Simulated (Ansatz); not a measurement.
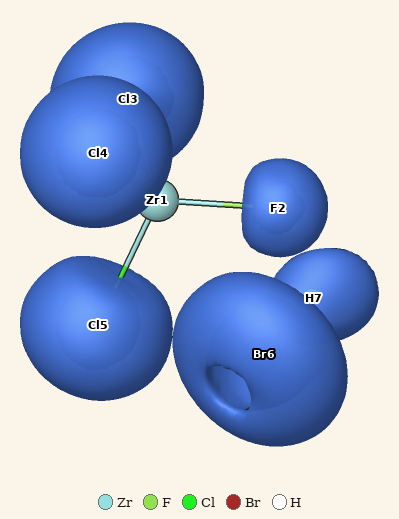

Cl₃FZr···HBr. Isosurface of the electron localisation function at 0.75 (blue), seen at an oblique angle. Only the valence region is drawn (cores and ρ < 0.01 e/Å³ removed).

Core potentials replace the inner electrons of Zr; not at a stationary point (largest force 1.2 eV/Å).

The calculation used RKS BLYP/def2-SVP (Ansatz).

The calculation's input:

```
crystal:
  periodic: [false, false, false]
  atoms:
    - { symbol: Zr, position_ang: [0.0, 0.0, 0.0] }
    - { symbol: F, position_ang: [0.0, 0.0, 2.33] }
    - { symbol: Cl, position_ang: [2.3764, 0.0, -0.8392] }
    - { symbol: Cl, position_ang: [-1.1869, 2.0563, -0.8392] }
    - { symbol: Cl, position_ang: [-1.1869, -2.0563, -0.8392] }
    - { symbol: Br, position_ang: [-2.847, 0.0, 0.946] }
    - { symbol: H, position_ang: [-1.2875, 0.0, 2.203] }
basis:
  gaussian: { orbitals: def2-SVP }
hamiltonian:
  xc: blyp
relax:
  f_tol: 0.15
  max_steps: 25
  restrain:
    - { distance: [0, 5], at: 3.9, k: 30.0 }
    - { distance: [6, 1], at: 2.12, k: 30.0 }
    - { distance: [0, 1], at: 1.98, k: 30.0 }
    - { distance: [6, 5], at: 1.55, k: 30.0 }
output:
  orbitals: {}
```

Run with:

```sh
ansatz run input.yaml --threads 4 --pin off --max-ram 5120MiB --backend cpu --events-out ev --progress --plain --runs-dir out
```

The fields are those of the run's last geometry, not of the input's.

Question: Identify the bonds, lone pairs and shells in this picture.

Answer: The ELF exceeds this value in one region around a hydrogen nucleus, one region wrapped around Br (its valence shell), three regions wrapped around Cl (the valence shell of each) and one region wrapped around F (its valence shell).

Values along the shortest contacts:
F2···H7 (2.12 Å): the ELF dips to about 0.05 between them. Zr–F (1.96 Å): the ELF peaks at about 0.85 in the valence shell of F, 0.6 Å from its nucleus, and drops to about 0.20 between the two atoms.
